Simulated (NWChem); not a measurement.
# C3H8O (methoxyethane): levels of theory compared

We compute a comparison of 6 runs (HF/3-21G, HF/6-31G*, BLYP/6-31G*, PBE/6-31G*, revPBE/6-31G*, CCSD(T)/6-31G*) of C3H8O (methoxyethane). 

Program for the calculation: NWChem 7.3.0.

## Step 1: Starting point

C3H8O: 12 atoms, total charge 0, spin state singlet. As SMILES, `CCOC`. Geometry: relaxed at PBE0-D4/def2-TZVP. This is one conformer, not always the lowest.

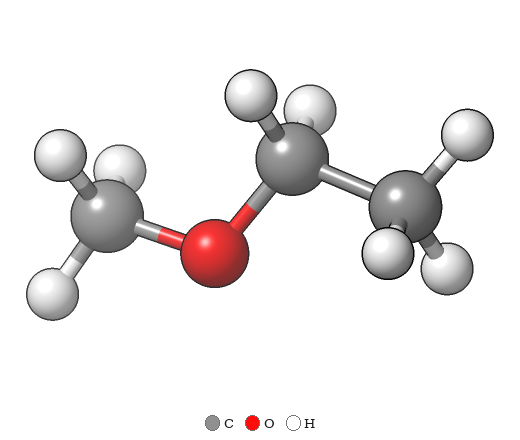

Viewed from a chosen angle; carbon grey, oxygen red, hydrogen white.

## Step 2: Energy and gradient at HF/3-21G (run 1)

File m1.nw:

```
start m1
memory stack 880 mb heap 220 mb global 1100 mb
charge 0
geometry noautosym nocenter noautoz
  C     -1.552400     0.504300     0.733800
  C     -0.424200    -0.307900     0.152000
  O      0.626400     0.556900    -0.197600
  C      1.717300    -0.124000    -0.747300
  H     -1.913800     1.234400     0.007100
  H     -1.218500     1.042600     1.623000
  H     -2.383900    -0.145800     1.014400
  H     -0.764400    -0.862800    -0.737000
  H     -0.068400    -1.054400     0.880100
  H      2.482200     0.614500    -0.988900
  H      2.138100    -0.852700    -0.039400
  H      1.438600    -0.660100    -1.666100
end
basis "ao basis" spherical bse
  * library 3-21G
end
scf
  thresh 1e-08
  maxiter 80
end
task scf gradient
```

Launch:

```console
$ nwchem m1.nw > m1.out
```

What it wrote:

```text
[...]
  functions       =    52
[...]
  wavefunction    = RHF
[...]
         Total SCF energy =   -192.034732960718
      One-electron energy =   -526.304224414722
      Two-electron energy =    200.049746743054
 Nuclear repulsion energy =    134.219744710949
        Time for solution =      3.1s
[...]
                         RHF ENERGY GRADIENTS
    atom               coordinates                        gradient
                 x          y          z           x          y          z
   1 C      -2.933611   0.952989   1.386681    0.013160  -0.008585  -0.006736
   2 C      -0.801622  -0.581847   0.287238    0.011295   0.025749  -0.001816
   3 O       1.183724   1.052388  -0.373410    0.002583  -0.018422  -0.003289
   4 C       3.245226  -0.234326  -1.412192   -0.027624   0.009546   0.013051
   5 H      -3.616558   2.332678   0.013417   -0.003275   0.004246  -0.003781
   6 H      -2.302631   1.970228   3.067025    0.000837   0.003141   0.005759
   7 H      -4.504918  -0.275522   1.916938   -0.003957  -0.003403   0.001296
   8 H      -1.444507  -1.630456  -1.392728   -0.001474  -0.003940  -0.007681
   9 H      -0.129257  -1.992527   1.663148    0.004177  -0.005487   0.005407
  10 H       4.690678   1.161237  -1.868750    0.004653   0.005369  -0.001379
  11 H       4.040423  -1.611369  -0.074455    0.002530  -0.004857   0.005913
[...]
```

It took 4.5 s on 1 thread of Intel Xeon Platinum 8259CL at 2.50GHz (Skylake/Cascade Lake), shared host; peak memory 0.099 GiB.

## Step 3: Energy and forces at HF/6-31G(d) (spherical functions) (run 2)

File run.py:

```python
from ase import Atoms
from ase.calculators.nwchem import NWChem

system = Atoms(['C', 'C', 'O', 'C', 'H', 'H', 'H', 'H', 'H', 'H', 'H', 'H'], positions=[
    [-1.552400, 0.504300, 0.733800],
    [-0.424200, -0.307900, 0.152000],
    [0.626400, 0.556900, -0.197600],
    [1.717300, -0.124000, -0.747300],
    [-1.913800, 1.234400, 0.007100],
    [-1.218500, 1.042600, 1.623000],
    [-2.383900, -0.145800, 1.014400],
    [-0.764400, -0.862800, -0.737000],
    [-0.068400, -1.054400, 0.880100],
    [2.482200, 0.614500, -0.988900],
    [2.138100, -0.852700, -0.039400],
    [1.438600, -0.660100, -1.666100],
])

calc = NWChem(
    label='mymol',
    theory='scf',
    memory='2200 mb',
    basis='6-31G*',
    basispar='spherical bse',
    scf={'nopen': '0', 'rhf': None, 'thresh': '1e-08', 'maxiter': '80'},
)
system.calc = calc

forces = system.get_forces()
print("Total energy (eV):", round(system.get_potential_energy(), 6))
print("forces (eV/A):")
for s, f in zip(system.symbols, forces):
    print(f"{s:2s} {f[0]:10.5f} {f[1]:10.5f} {f[2]:10.5f}")
print("dipole (e A):", system.get_dipole_moment().round(4))
```

Launch:

```console
$ export ASE_NWCHEM_COMMAND="nwchem PREFIX.nwi > PREFIX.nwo"
$ python run.py
```

What it wrote:

```text
Total energy (eV): -5254.596812
forces (eV/A):
C    -0.35425    0.28226    0.18877
C     0.32740   -0.34725   -0.18152
O     0.01851   -0.59495   -0.07837
C     0.16023    0.02921   -0.06757
H     0.09107   -0.17468    0.18440
H    -0.08551   -0.12748   -0.22538
H     0.16748    0.15015   -0.05415
H     0.12876    0.22168    0.33034
H    -0.13020    0.29254   -0.26925
H    -0.23829   -0.22363    0.07667
H    -0.16347    0.27943   -0.23371
H     0.07832    0.21273    0.32967
dipole (e A): [ 0.0026 -0.2873 -0.0351]
```

The calculator wrote mymol.nwi:

```
title "mymol"

permanent_dir mymol

scratch_dir mymol

start mymol

geometry units angstrom nocenter noautosym noautoz
  C  -1.5524000000000000e+00 5.0429999999999997e-01 7.3380000000000001e-01
  C  -4.2420000000000002e-01 -3.0790000000000001e-01 1.5200000000000000e-01
  O  6.2639999999999996e-01 5.5689999999999995e-01 -1.9760000000000000e-01
  C  1.7173000000000000e+00 -1.2400000000000000e-01 -7.4729999999999996e-01
  H  -1.9137999999999999e+00 1.2343999999999999e+00 7.1000000000000004e-03
  H  -1.2184999999999999e+00 1.0426000000000000e+00 1.6230000000000000e+00
  H  -2.3839000000000001e+00 -1.4580000000000001e-01 1.0144000000000000e+00
  H  -7.6439999999999997e-01 -8.6280000000000001e-01 -7.3699999999999999e-01
  H  -6.8400000000000002e-02 -1.0544000000000000e+00 8.8009999999999999e-01
  H  2.4822000000000002e+00 6.1450000000000005e-01 -9.8890000000000000e-01
  H  2.1381000000000001e+00 -8.5270000000000001e-01 -3.9399999999999998e-02
  H  1.4386000000000001e+00 -6.6010000000000002e-01 -1.6660999999999999e+00
end

memory 2200 mb

basis spherical bse noprint
   * library 6-31G*
end

scf
  nopen 0
  rhf
  thresh 1e-08
  maxiter 80
end

task scf gradient
```

mymol.nwo (excerpt; [...] marks lines left out):

```text
[...]
      One-electron energy =   -527.849261046086
[... 1 line left out ...]
 Nuclear repulsion energy =    134.219744710949
[... 35 lines left out ...]
                       ROHF Final Molecular Orbital Analysis
[... 223 lines left out ...]
     1   1 0 0      0.004868      0.000000      5.981550
[...]
  wavefunction    =   RHF
                         RHF ENERGY GRADIENTS
    atom               coordinates                        gradient
                 x          y          z           x          y          z
   1 C      -2.933611   0.952989   1.386681    0.006889  -0.005489  -0.003671
   2 C      -0.801622  -0.581847   0.287238   -0.006367   0.006753   0.003530
   3 O       1.183724   1.052388  -0.373410   -0.000360   0.011570   0.001524
[... 8 lines of this table left out ...]
  12 H       2.718560  -1.247408  -3.148472   -0.001523  -0.004137  -0.006411
[...]
```

Wall time 19 s (1 thread of Intel Xeon Platinum 8259CL at 2.50GHz (Skylake/Cascade Lake), shared host); peak memory 0.1 GiB.

Runs 3 to 4 aren't shown in full; the table further down has their settings and results.

## Step 4: Energy and gradient at revPBE/6-31G(d) (spherical functions) (run 5)

File geom.nw:

```
start geom
memory 2200 mb
geometry noautosym nocenter noautoz
 C     -1.552400     0.504300     0.733800
 C     -0.424200    -0.307900     0.152000
 O      0.626400     0.556900    -0.197600
 C      1.717300    -0.124000    -0.747300
 H     -1.913800     1.234400     0.007100
 H     -1.218500     1.042600     1.623000
 H     -2.383900    -0.145800     1.014400
 H     -0.764400    -0.862800    -0.737000
 H     -0.068400    -1.054400     0.880100
 H      2.482200     0.614500    -0.988900
 H      2.138100    -0.852700    -0.039400
 H      1.438600    -0.660100    -1.666100
end
basis spherical bse
 * library 6-31G*
end
dft
 xc revpbe cpbe96
 grid xfine
 convergence energy 1e-08
 maxiter 100
 mulliken
 noprint "final vectors analysis"
end
task dft gradient
```

Launch:

```console
$ nwchem geom.nw > geom.out
```

What it wrote:

```text
[...]
          Wavefunction type:  closed shell.
          No. of atoms     :    12
          No. of electrons :    34
[...]
          Charge           :     0
          Spin multiplicity:     1
[...]
          AO basis - number of functions:    72
[...]
              XC Information
              --------------
                        RevPBE Exchange Functional  1.000
            Perdew 1991 LDA Correlation Functional  1.000 local
           PerdewBurkeErnz. Correlation Functional  1.000 non-local
[...]
 d= 0,ls=0.0,diis     1   -194.2123297732 -3.28D+02  1.57D-02  5.11D-01     6.5
[...]
 d= 0,ls=0.0,diis    10   -194.2696231191 -3.39D-10  2.25D-07  6.95D-10    57.1
         Total DFT energy =     -194.269623119090
      One electron energy =     -528.260109493787
           Coulomb energy =      227.605108860434
    Exchange-Corr. energy =      -27.834367196686
 Nuclear repulsion energy =      134.219744710949
[...]
      Total Density - Mulliken Population Analysis
     ---------------------------------------------
    Atom       Charge   Shell Charges
 -----------   ------   -------------------------------------------------------
    1 C    6     6.50   2.00  0.67  2.14  0.65  1.02  0.03
    2 C    6     6.04   2.00  0.68  2.05  0.52  0.73  0.07
    3 O    8     8.42   2.00  0.90  2.91  0.96  1.62  0.03
    4 C    6     6.23   2.00  0.68  2.08  0.58  0.84  0.06
    5 H    1     0.83   0.53  0.30
    6 H    1     0.83   0.53  0.30
    7 H    1     0.84   0.53  0.32
    8 H    1     0.87   0.54  0.34
    9 H    1     0.87   0.54  0.34
   10 H    1     0.84   0.54  0.30
[...]
  wavefunction    = closed shell
                         DFT ENERGY GRADIENTS
    atom               coordinates                        gradient
                 x          y          z           x          y          z
   1 C      -2.933611   0.952989   1.386681    0.003442  -0.001911  -0.001762
   2 C      -0.801622  -0.581847   0.287238    0.000834   0.005551   0.000290
   3 O       1.183724   1.052388  -0.373410   -0.000594  -0.018555  -0.001938
   4 C       3.245226  -0.234326  -1.412192   -0.003150   0.002852   0.001728
   5 H      -3.616558   2.332678   0.013417    0.002831  -0.005380   0.004854
   6 H      -2.302631   1.970228   3.067025   -0.001962  -0.004028  -0.006294
   7 H      -4.504918  -0.275522   1.916938    0.006073   0.004280  -0.002106
   8 H      -1.444507  -1.630456  -1.392728    0.003391   0.005215   0.006057
   9 H      -0.129257  -1.992527   1.663148   -0.001546   0.006580  -0.005446
  10 H       4.690678   1.161237  -1.868750   -0.005619  -0.005688   0.001733
  11 H       4.040423  -1.611369  -0.074455   -0.004440   0.006255  -0.004574
[...]
```

It took 68 s on 1 thread of Intel Xeon Platinum 8259CL at 2.50GHz (Skylake/Cascade Lake), shared host; peak memory 0.15 GiB.

## Step 5: The energy at CCSD(T)/6-31G(d) (spherical functions) (run 6)

File sp.xyz:

```xyz
12
C3H8O energy
C     -1.552400     0.504300     0.733800
C     -0.424200    -0.307900     0.152000
O      0.626400     0.556900    -0.197600
C      1.717300    -0.124000    -0.747300
H     -1.913800     1.234400     0.007100
H     -1.218500     1.042600     1.623000
H     -2.383900    -0.145800     1.014400
H     -0.764400    -0.862800    -0.737000
H     -0.068400    -1.054400     0.880100
H      2.482200     0.614500    -0.988900
H      2.138100    -0.852700    -0.039400
H      1.438600    -0.660100    -1.666100
```

File sp.nw:

```
echo
start sp
title "C3H8O energy"
memory stack 880 mb heap 220 mb global 1100 mb

geometry noautosym nocenter noautoz
load sp.xyz
end

basis "ao basis" spherical bse
* library 6-31G*
end

scf
singlet
rhf
thresh 1e-08
maxiter 80
noprint "final vectors analysis"
end

ccsd
freeze core 4
maxiter 60
end

task ccsd(t) energy
```

Launch:

```console
$ nwchem sp.nw > sp.out
```

What it wrote:

```text
[...]
  functions       =    72
[...]
  wavefunction    = RHF
[...]
         Total SCF energy =   -193.102872723393
      One-electron energy =   -527.849261046054
      Two-electron energy =    200.526643611711
 Nuclear repulsion energy =    134.219744710949
        Time for solution =     13.4s
[...]
 Total MP2 energy:           -193.667279046700344
[...]
             energy      energy      error      ampl     ampl      Block
                                                time     time      time
[...]
 Total CCSD energy:           -193.713762016243095
[...]
 Total CCSD+T(CCSD) energy:           -193.729832756107641
[...]
 Total CCSD(T) energy:                -193.728932145949983
[...]
```

Run time: 1.9 min. Hardware: 1 thread of Intel Xeon Platinum 8259CL at 2.50GHz (Skylake/Cascade Lake), shared host; peak memory 0.19 GiB.

## Step 6: The series

| run | level | iteration cap | module | energy (Eh) | dipole moment (D) | largest force (eV/Å) | wall time |
| --- | --- | --- | --- | --- | --- | --- | --- |
| 1 | HF/3-21G | 80 | scf | -192.034733 | 1.61 | 1.646 | 4.5 s |
| 2 | HF/6-31G* (spherical functions) | 80 | scf | -193.102873 | 1.39 | 0.600 | 19 s |
| 3 | BLYP/6-31G* (spherical functions) | 100 | dft | -194.237650 | 1.00 | 0.984 | 64 s |
| 4 | PBE/6-31G* (spherical functions) | 100 | dft | -194.077988 | 1.02 | 0.747 | 65 s |
| 5 | revPBE/6-31G* (spherical functions) | 100 | dft | -194.269623 | 1.02 | 0.960 | 68 s |
| 6 | CCSD(T)/6-31G* (spherical functions) | 80 | ccsd(t) | -193.728932 | – | – | 1.9 min |

## Step 7: What came out

```
                                          quantity          value
                               run 6: total energy  -193.72893 Eh
run 6: correlation energy (4 core orbitals frozen)     -626.1 mEh
                             run 6: (T) correction     -15.17 mEh
```

Over runs 1, 2, 3, 4, 5 the dipole moment (its size) runs from 1.00 D (BLYP/6-31G*) to 1.61 D (HF/3-21G). The two ends differ in method and basis. Over runs 1, 2, 3 the HOMO–LUMO gap runs from 7.22 eV (BLYP/6-31G*) to 18.18 eV (HF/3-21G). Totals of different functionals can't be ranked against each other. All runs together took 5.6 min, the longest 1.9 min.
